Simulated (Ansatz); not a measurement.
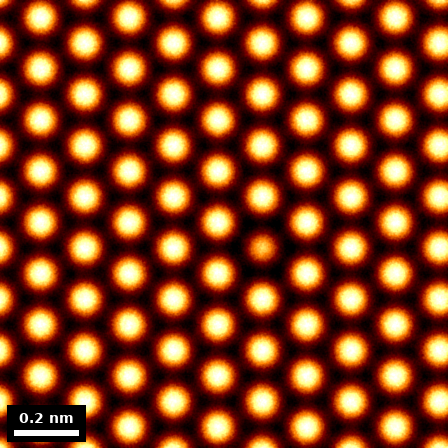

Dark-field STEM-like image of Pt (Fm-3m, No. 225) along [111]. The image is simulated as a sum over atoms of Z^1.7, blurred by a 0.98 Å probe (no channelling). Shot noise was added.

The sample is 4 repeats (27.2 Å) thick. One point defect was put into the perfect crystal, without relaxing the atoms around it. Brightness is counted from the darkest point of the image. Host structure: the geometry given to an electronic-structure calculation, possibly off equilibrium.

Where is the defect (in Å from the left and the top edge), and what does its contrast suggest?

Answer. At about 8 Å from the left and 8 Å from the top. The column is dimmer, which points to a vacancy or a lighter atom. The column holds 4 atoms (Pt) through the sample, and one Pt atom is missing, so its peak drops to about 65 % of that of its equals.
